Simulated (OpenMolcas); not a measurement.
**Run report: Tm²⁺ complex, multiconfigurational calculation**

Tm²⁺ with 6 ligands (Cl; octahedron, 2.801 Å), embedded in NaCl by model potentials and point charges, whose field is part of the energies. Computed at this level: state-averaged CASSCF, active space 13 electrons in the shell 4f, basis ANO-RCC-VDZP on the metal and ANO-RCC-VDZP on the ligands, DKH2 scalar Hamiltonian, spin-orbit coupling by RASSI with atomic mean-field integrals (OpenMolcas).

**Key numbers**

```tsv
quantity	value
outcome	converged
energy of the lowest spin-free term	−16322.73811 hartree
energy of the lowest spin-orbit level	−16322.75531 hartree
largest spread among components of a term	0.0 cm⁻¹
hardware	1 thread of Arm Neoverse V1, 24 GiB of memory available, shared host
wall time	33 s
peak memory	0.6 GiB
```

**Notes**

Without dynamic correlation the splittings between terms come out too large, often by 20 to 50 %. Limits: the geometry is set by hand, with no relaxation.

**Input**
```
&GATEWAY
Basis set
Tm.ANO-RCC-VDZP.
Tm1 0.0 0.0 0.0 Angstrom
End of basis
Basis set
Cl.ANO-RCC-VDZP.
L1 2.801000 0.000000 0.000000 Angstrom
L2 0.000000 2.801000 0.000000 Angstrom
L3 0.000000 0.000000 2.801000 Angstrom
End of basis
Basis set
Na.EMB-AIMP.Barandiaran.6s3p.1s1p.ECP.NaCl.
PseudoCharge
* 3 symmetry-unique lattice sites within 7.6 angstrom
End of basis
Basis set
Na.EMB-AIMP.Barandiaran.0s.0s.ECP.NaCl.
PseudoCharge
* 18 symmetry-unique lattice sites within 7.6 angstrom
End of basis
Basis set
Cl.EMB-AIMP.Barandiaran.0s.0s.ECP.NaCl.
PseudoCharge
* 16 symmetry-unique lattice sites within 7.6 angstrom
End of basis
Symmetry
XYZ
AngMom=0.0 0.0 0.0
AMFI
RICD
XField
1058 Angstrom 0
* Evjen-weighted lattice charges
&SEWARD
&RASSCF
FileOrb=start.orb
Symmetry=2
Spin=2
nActEl=13 0 0
Inactive=42 39
Ras2=0 7
CIRoot=7 7 1
SDav=7
CIMx=300
Iter=150 100
PrWF=0.3
OrbListing=Nothing
MaxOrb=0
LevShft=1.0
>>> COPY $Project.JobIph JOB001
&RASSI
NrOfJobIphs=1 7
1 2 3 4 5 6 7
IphNames
JOB001
EJob
SpinOrbit
DIPRint=1.0
SOCoupling=1000.0
Subsets=2
Property=9
'ANGMOM' 1 'ANGMOM' 2 'ANGMOM' 3 'MLTPL  1' 1 'MLTPL  1' 2 'MLTPL  1' 3
'AMFI' 1 'AMFI' 2 'AMFI' 3
SOProperty=3
'ANGMOM' 1 'ANGMOM' 2 'ANGMOM' 3
```

The file start.orb holds starting orbitals from an earlier step. A driver script formed the levels outside the program, from RASSI's spin-orbit matrix and the active-space energies, averaged over the components of each term or state.

Launched with:
```bash
OMP_NUM_THREADS=1 MOLCAS_MEM=2457 MOLCAS_PROJECT=a pymolcas a.inp > a.log  # once for each step of the input, in one work folder
```

**Output (extracts)**
```
--- SEWARD ---
Basis set label: TM.ANO-RCC...7S6P4D2F1G.

      Electronic valence basis set:
      ------------------
      Associated Effective Charge  69.000000 au
      Associated Actual Charge     69.000000 au
      Nuclear Model: Point charge

      Shell  nPrim  nBasis  Cartesian Spherical Contaminant
         s      25       7        X
         p      22       6        X
         d      15       4                 X
         f      11       2                 X
         g       4       1                 X
                  Relativistic Douglas-Kroll-Hess integrals:
                    - DKH order of Hamiltonian: 2
                    - DKH order of Properties : 0
                  Atomic mean-field integrals
--- RASSCF ---
Wave function specifications:
      -----------------------------

      Number of closed shell electrons         162
      Number of electrons in active shells      13
      Max number of holes in RAS1 space          0
      Max nr of electrons in RAS3 space          0
      Number of inactive orbitals               81
      Number of active orbitals                  7
      Number of secondary orbitals             112
      Spin quantum number                      0.5
      State symmetry                             2
Orbital specifications:
      -----------------------

      Symmetry species                           1   2
                                                ag  au
      Frozen orbitals                            0   0
      Inactive orbitals                         42  39
      Active orbitals                            0   7
      RAS1 orbitals                              0   0
      RAS2 orbitals                              0   7
      RAS3 orbitals                              0   0
      Secondary orbitals                        60  52
      Deleted orbitals                           0   0
      Number of basis functions                102  98
      Number of CSFs                             7
      Number of root(s) required                 7
      Iter CI   SX   CI       RASSCF       Energy    max ROT     max BLB   max BLB  Level Ln srch  Step   QN
          iter iter root      energy       change     param      element    value   shift minimum  type update
 Nr of preliminary CI iterations:   1
      Total energies have been shifted. Add               -16000.00 au
        1   1   10    0  -322.46506132    0.00E+00   3.98E-02   42  91 1  1.83E-01*  0.98   0.00    SX    NO
        2   1    9    0  -322.66798067   -2.03E-01*  2.59E-02   43  50 2  1.11E-01*  1.08   0.00    SX    NO
        3   1   10    0  -322.71137710   -4.34E-02*  1.72E-02   43  50 2 -9.96E-02*  0.90   0.00    SX    NO
        4   1    9    0  -322.72514931   -1.38E-02* -1.17E-02   41  48 2  9.48E-02*  1.01   0.00    SX    NO
        5   1   10    0  -322.73032378   -5.17E-03* -5.25E-03   43  50 2 -8.64E-02*  0.88   0.62    QN   YES
        6   1    9    0  -322.73633886   -6.02E-03* -7.27E-03   42  45 1  1.56E-02*  0.93   1.29    QN   YES
        7   1    8    0  -322.73752806   -1.19E-03* -3.42E-03   42  45 1  6.42E-03*  0.93   1.48    LS   YES
        8   1    8    0  -322.73766758   -1.40E-04* -1.23E-03   41  48 2  1.05E-02*  0.93   1.02    QN   YES
        9   1    8    0  -322.73777097   -1.03E-04* -5.29E-04   41  48 2  2.67E-03*  0.93   1.43    LS   YES
       10   1    7    0  -322.73778130   -1.03E-05*  1.67E-04   43  50 2 -8.20E-04*  0.93   1.01    QN   YES
       11   1    7    0  -322.73778651   -5.21E-06* -1.75E-04   43  50 2 -4.14E-04*  0.93   2.05    LS   YES
       12   1    6    0  -322.73778837   -1.86E-06* -5.84E-05   39  84 2  2.06E-04*  0.93   1.00    QN   YES
       13   1    6    0  -322.73778885   -4.80E-07* -5.84E-05   24  46 1  1.16E-04*  0.93   2.00    LS   YES
       14   1    6    0  -322.73778902   -1.75E-07*  4.06E-05   24  46 1  7.85E-05   0.93   1.07    QN   YES
       15   1    5    0  -322.73778908   -6.08E-08* -2.79E-05   24  46 1  3.66E-05   0.93   1.69    LS   YES
       16   1    5    0  -322.73778910   -1.55E-08* -7.18E-06   43  50 2 -3.01E-05   0.93   1.21    QN   YES
       17   1    5    0  -322.73778910   -5.98E-09   3.27E-06   10  54 2 -7.04E-06   0.93   1.26    QN   YES
      Convergence after 17 iterations
       18   1    5    0  -322.73778911   -1.31E-09   3.27E-06   43  56 2 -3.31E-06   0.93   1.26    QN   YES
      Natural orbitals and occupation numbers for root  1
      sym 2:   2.000000   2.000000   2.000000   2.000000   2.000000   2.000000   1.000000
      Natural orbitals and occupation numbers for root  2
      sym 2:   2.000000   2.000000   2.000000   1.000000   2.000000   2.000000   2.000000
      Natural orbitals and occupation numbers for root  3
      sym 2:   1.000000   2.000000   2.000000   2.000000   2.000000   2.000000   2.000000
::    RASSCF root number  1 Total energy: -16322.73810725
::    RASSCF root number  2 Total energy: -16322.73810725
::    RASSCF root number  3 Total energy: -16322.73810725
::    RASSCF root number  4 Total energy: -16322.73760107
::    RASSCF root number  5 Total energy: -16322.73760107
::    RASSCF root number  6 Total energy: -16322.73760107
::    RASSCF root number  7 Total energy: -16322.73739878
--- RASSI ---
SPIN-FREE ENERGIES:
  (Shifted by EMIN (a.u.) =     -16322.7381072470)

 SF State       Relative EMIN(au)   Rel lowest level(eV)    D:o, cm**(-1)

     1             0.0000000000        0.0000000000              0.0000
     2             0.0000000000        0.0000000000              0.0000
     3             0.0000000000        0.0000000000              0.0000
     4             0.0005061731        0.0137736714            111.0922
     5             0.0005061731        0.0137736714            111.0922
     6             0.0005061731        0.0137736714            111.0922
     7             0.0007084715        0.0192784925            155.4915
     Dipole printing threshold changed to   1.00000000E+00
Eigenvalues of complex Hamiltonian:
   -----------------------------------
  (Shifted by EMIN (a.u.) =     -16322.7381072470)

 SO State       Relative EMIN(au)   Rel lowest level(eV)    D:o, cm**(-1)

     1            -0.0172014815        0.0000000000              0.0000
     2            -0.0172014815        0.0000000000              0.0000
     3            -0.0168862697        0.0085773499             69.1810
     4            -0.0168862697        0.0085773499             69.1810
     5            -0.0168862698        0.0085773490             69.1810
     6            -0.0168862698        0.0085773490             69.1810
     7            -0.0165821334        0.0168533212            135.9312
     8            -0.0165821334        0.0168533212            135.9312
     9             0.0231259301        1.0973647752           8850.8438
    10             0.0231259301        1.0973647740           8850.8438
    11             0.0231259301        1.0973647752           8850.8438
    12             0.0231259301        1.0973647740           8850.8438
    13             0.0235312851        1.1083950448           8939.8089
    14             0.0235312851        1.1083950448           8939.8089
Weights of the five most important spin-orbit-free states for each spin-orbit state.

 SO State  Total energy (au)           Spin-free states, spin, and weights
 -------------------------------------------------------------------------------------------------------
    1        -0.017201       1 0.5  0.3333    2 0.5  0.3333    3 0.5  0.3333    5 0.5  0.0000    6 0.5  0.0000
    2        -0.017201       1 0.5  0.3333    2 0.5  0.3333    3 0.5  0.3333    5 0.5  0.0000    6 0.5  0.0000
    3        -0.016886       6 0.5  0.3563    5 0.5  0.2636    1 0.5  0.2371    2 0.5  0.0862    3 0.5  0.0398
    4        -0.016886       6 0.5  0.3543    5 0.5  0.2664    1 0.5  0.2375    2 0.5  0.0848    3 0.5  0.0407
    5        -0.016886       4 0.5  0.4075    3 0.5  0.2022    5 0.5  0.1611    2 0.5  0.1559    6 0.5  0.0684
    6        -0.016886       4 0.5  0.4085    3 0.5  0.2014    5 0.5  0.1582    2 0.5  0.1572    6 0.5  0.0703
    7        -0.016582       7 0.5  0.5690    4 0.5  0.1437    5 0.5  0.1437    6 0.5  0.1437    2 0.5  0.0000
    8        -0.016582       7 0.5  0.5690    4 0.5  0.1437    5 0.5  0.1437    6 0.5  0.1437    2 0.5  0.0000
    9         0.023126       3 0.5  0.3567    2 0.5  0.2697    4 0.5  0.2312    5 0.5  0.0956    6 0.5  0.0362
   10         0.023126       1 0.5  0.4141    6 0.5  0.2058    2 0.5  0.1550    5 0.5  0.1463    3 0.5  0.0679
   11         0.023126       3 0.5  0.3568    2 0.5  0.2695    4 0.5  0.2309    5 0.5  0.0960    6 0.5  0.0361
   12         0.023126       1 0.5  0.4139    6 0.5  0.2059    2 0.5  0.1552    5 0.5  0.1461    3 0.5  0.0679
```

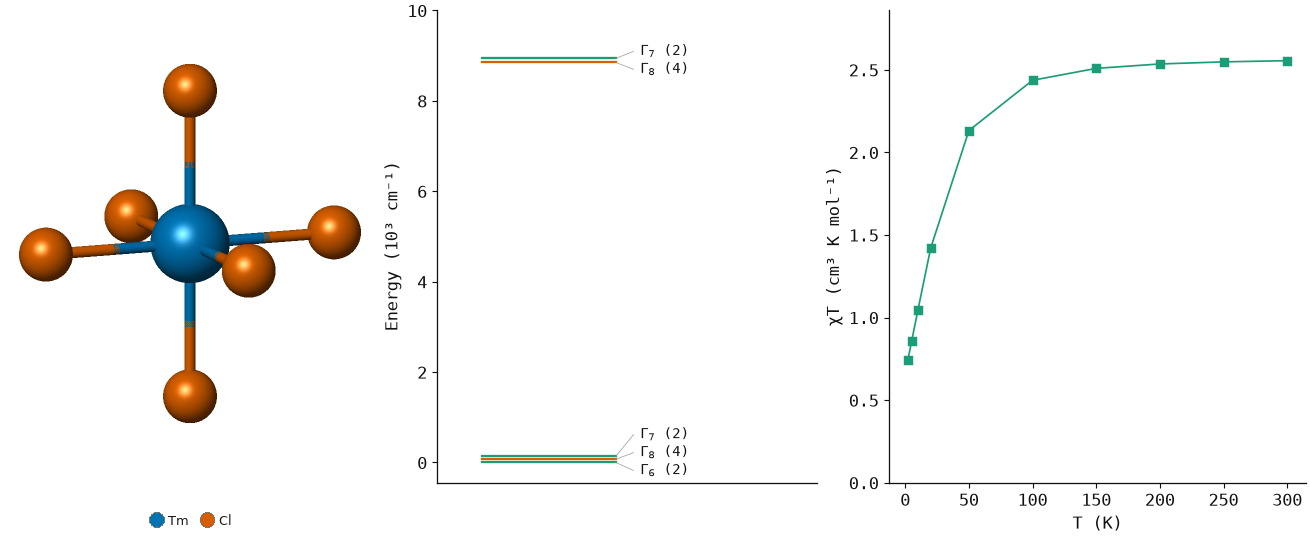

Fig. 1: Tm²⁺ (4f¹³) as a dopant in NaCl, a cluster with its 6 nearest Cl⁻ at 2.801 Å (octahedron) embedded in model potentials and point charges; the geometry was set, not optimised, and its levels and susceptibility. Labels give the representation in O, Td, D4 or D3 as the site allows (double group for half-integer spin) where it could be assigned and, in brackets, the degeneracy; spin-free states, where drawn, share the zero of the spin-orbit levels. Powder susceptibility by Van Vleck's formula. The ground level is Γ₆, a Kramers doublet, 100 % from states of spin multiplicity 2. Its principal g values are 2.66, 2.66 and 2.66, isotropic. The next level lies at 69 cm⁻¹ (Γ₈). The lowest J multiplet spreads over 136 cm⁻¹. χT is 0.740 cm³ K mol⁻¹ at 2 K and 2.56 at 300 K, an effective moment of 4.52 μB. The active orbitals hold 100 % metal character (Löwdin), and the Mulliken charge of the metal is +1.50.
